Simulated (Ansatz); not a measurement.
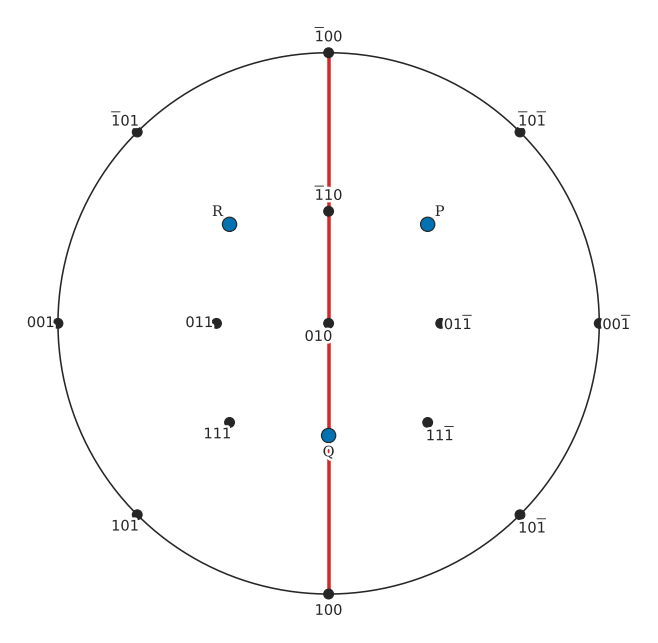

Crystal: KTaO₃, the geometry relaxed with DFT, PBE, plane waves, PAW (Ansatz 0.2.0); the starting structure was generated, so it need not be a known form of this composition. Stereographic projection of plane normals (upper hemisphere) centred on (0 1 0). Geometry calculated from the standardised cell; symmetry tolerance 0.002 Å.

a = 4.024 Å, b = 4.024 Å, c = 4.024 Å, α = 90.00°, β = 90.00°, γ = 90.00°.

### Index the poles marked P, Q, R.

P is (−1 1 −1), 54.7° from the centre; Q is (1 1 0), 45.0° from the centre; R is (−1 1 1), 54.7° from the centre.

### Which zone does the coloured great circle trace?

The zone [0 0 1]: its poles satisfy l = 0.

### What is the angle between the normals of (1 0 0) and (1 1 1), and what are their d_hkl = 1/|g|?

54.7°; d = 4.024 Å and 2.324 Å.
